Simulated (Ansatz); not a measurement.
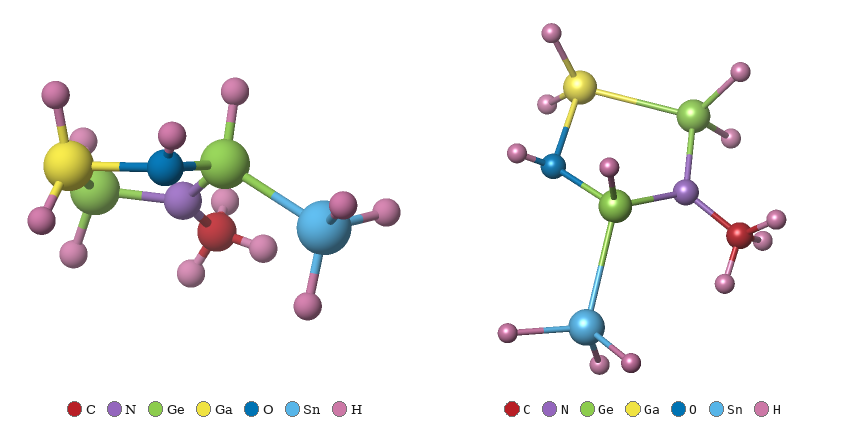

Two views of one molecule.

The geometry was computed by an optimisation with PBE0-D4/def2-TZVP. No frequency run is at hand to confirm it as a minimum.

Description:

It has 19 atoms: 1 carbon, 12 hydrogen, 1 gallium, 2 germanium, 1 nitrogen, 1 oxygen and 1 tin (CH12GaGe2NOSn). The point group is C1. Coordination, clear cases only: 1 C tetrahedral; 1 N trigonal planar; 2 Ge tetrahedral; 1 O trigonal pyramidal; 1 Sn tetrahedral.

The parts below concern this one geometry. Atoms keep their numbers from picture to picture.

**Levels of theory compared**

No frequency run is at hand to confirm it as a minimum. Program: Ansatz 0.2.0.

At this fixed geometry, give HOMO–LUMO gap (eV) at these levels: B3LYP-D4/def2-TZVPP; B97M-V/def2-TZVPP; BLYP-D4/def2-TZVPP; PBE-D4/def2-TZVPP; PBE0-D4/def2-QZVPP; PBE0-D4/def2-TZVPP; SPW92 (LDA)/def2-TZVPP; r2SCAN-D4/def2-TZVPP; r2SCAN0-D4/def2-TZVPP; ωB97M-V/def2-QZVPP; ωB97X-V/def2-TZVPP.

```json
{"level": "B3LYP-D4/def2-TZVPP", "HOMO–LUMO gap (eV)": "5.11"}
{"level": "B97M-V/def2-TZVPP", "HOMO–LUMO gap (eV)": "4.00"}
{"level": "BLYP-D4/def2-TZVPP", "HOMO–LUMO gap (eV)": "3.52"}
{"level": "PBE-D4/def2-TZVPP", "HOMO–LUMO gap (eV)": "3.52"}
{"level": "PBE0-D4/def2-QZVPP", "HOMO–LUMO gap (eV)": "5.45"}
{"level": "PBE0-D4/def2-TZVPP", "HOMO–LUMO gap (eV)": "5.52"}
{"level": "SPW92 (LDA)/def2-TZVPP", "HOMO–LUMO gap (eV)": "3.39"}
{"level": "r2SCAN-D4/def2-TZVPP", "HOMO–LUMO gap (eV)": "4.01"}
{"level": "r2SCAN0-D4/def2-TZVPP", "HOMO–LUMO gap (eV)": "5.83"}
{"level": "ωB97M-V/def2-QZVPP", "HOMO–LUMO gap (eV)": "9.12"}
{"level": "ωB97X-V/def2-TZVPP", "HOMO–LUMO gap (eV)": "9.70"}
```

**Dipole moment**

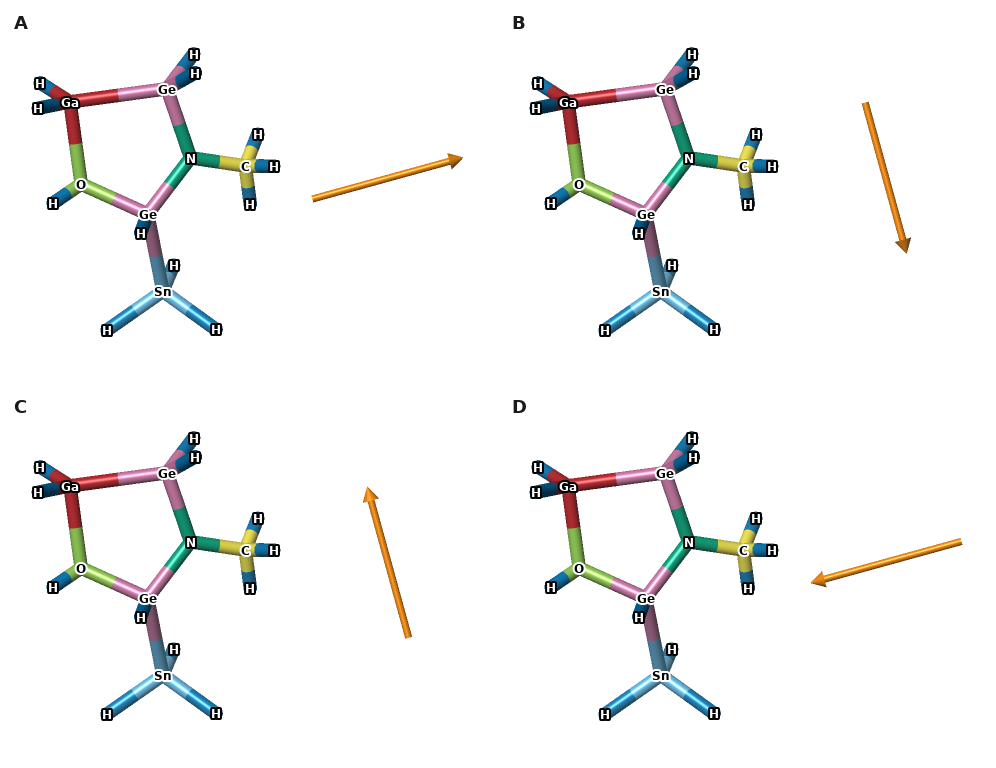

The same molecule four times, each with an arrow. No frequency run is at hand to confirm it as a minimum. Level of theory: RKS PBE0-D4/def2-TZVP, core potentials on Sn (Ansatz 0.2.0).

Question: Which arrow points along the dipole moment, from the negative to the positive end?

Answer: B. The dipole moment is 3.74 D.

**Charges**

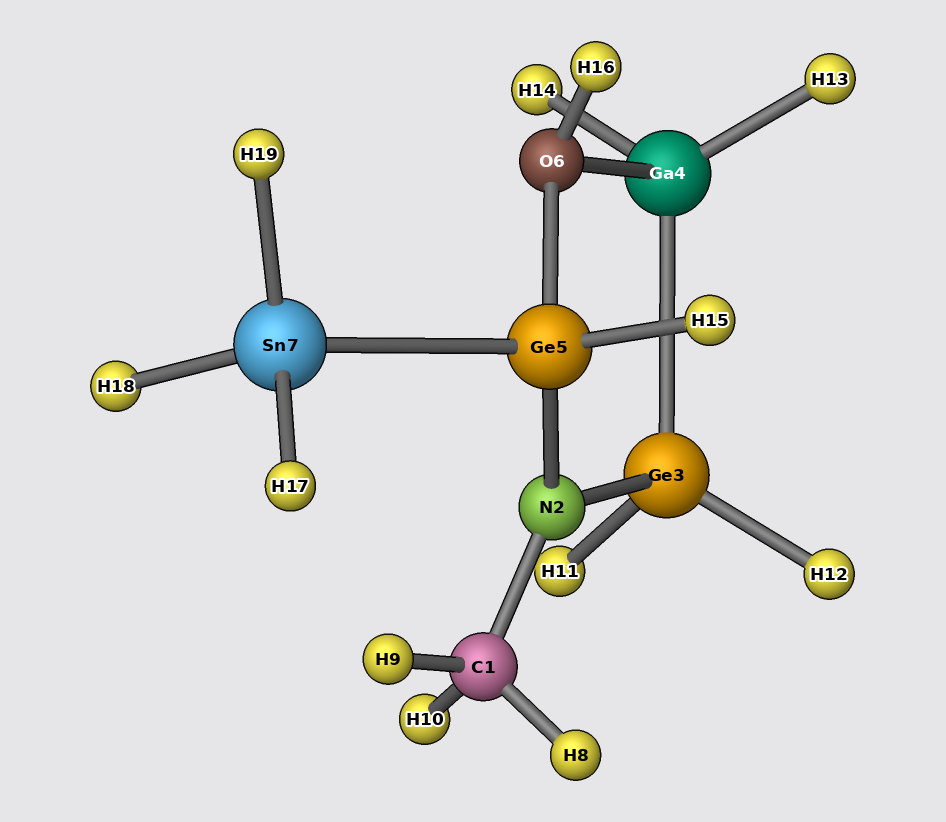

The questions are on Mulliken charges. No frequency run is at hand to confirm it as a minimum. Level of theory: RKS B3LYP-D4/def2-TZVPP, core potentials on Sn (Ansatz 0.2.0).

List the Mulliken charges.

```json
{"atom": "C1", "value (e)": "−0.16"}
{"atom": "N2", "value (e)": "−0.37"}
{"atom": "Ge3", "value (e)": "0.13"}
{"atom": "Ga4", "value (e)": "0.17"}
{"atom": "Ge5", "value (e)": "0.38"}
{"atom": "O6", "value (e)": "−0.37"}
{"atom": "Sn7", "value (e)": "0.39"}
{"atom": "H8", "value (e)": "0.10"}
{"atom": "H9", "value (e)": "0.06"}
{"atom": "H10", "value (e)": "0.10"}
{"atom": "H11", "value (e)": "−0.04"}
{"atom": "H12", "value (e)": "−0.05"}
{"atom": "H13", "value (e)": "−0.10"}
{"atom": "H14", "value (e)": "−0.08"}
{"atom": "H15", "value (e)": "−0.02"}
{"atom": "H16", "value (e)": "0.18"}
{"atom": "H17", "value (e)": "−0.11"}
{"atom": "H18", "value (e)": "−0.10"}
{"atom": "H19", "value (e)": "−0.11"}
```

Mulliken values depend strongly on the basis set and can even reverse the polarity of a bond.
